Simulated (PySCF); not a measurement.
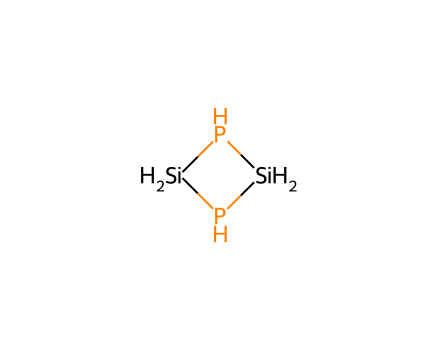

The geometry was computed by an optimisation with PBE0-D3(BJ)/def2-SVP. No frequency run is at hand to confirm it as a minimum. Level of theory: EOM-CCSD/aug-cc-pVDZ, gas phase (PySCF 2.14.0).

What does the calculation give?

The species is H6P2Si2 (`[SiH2]1P[SiH2]P1`).
- T1 diagnostic: 0.015

The run may have ended in an electronic state that isn't the lowest.
